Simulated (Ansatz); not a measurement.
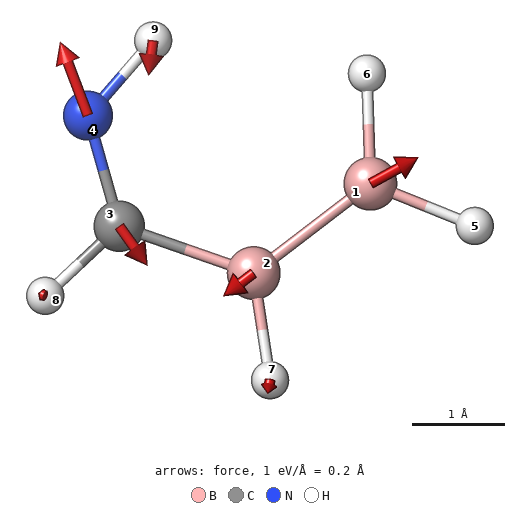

Starting geometry of CH5B2N with the computed forces as red arrows. Style: ball-and-stick. Shown face on.

The run prepares an end point of a later path (torsion) calculation, from a guessed geometry.

These are results of RKS PBE/cc-pVDZ in Ansatz, not measurements. Set-up: no spin polarisation; force threshold 0.015 eV/Å; at most 40 steps.

### Is this structure relaxed? If not, where do the atoms go?

It isn't relaxed: the largest force vector, on N4, is 4.33 eV/Å. The final displacements have little in common with the starting forces (cosine between the two patterns 0.03). H7 moves most after the best rigid fit: 1.47 Å. By element the largest moves are H 1.47 Å, B 0.40 Å, N 0.29 Å, C 0.28 Å. Near-neighbour distances that change, for instance: N4–H9 1.087 → 1.046 Å, C3–N4 1.254 → 1.294 Å, B1–B2 1.603 → 1.639 Å, B2–H7 1.191 → 1.224 Å. Bond angles that change, for instance: C3–N4–H9 123.3° → 110.8°, B2–C3–H8 116.8° → 124.7°, B2–C3–N4 125.0° → 118.3°. Groups turn about B2–C3 by about 85°, B1–B2 by about 80°. After 19 geometry steps the energy has fallen by 1.152 eV. The largest force component goes from 4.1 to 0.014 eV/Å.
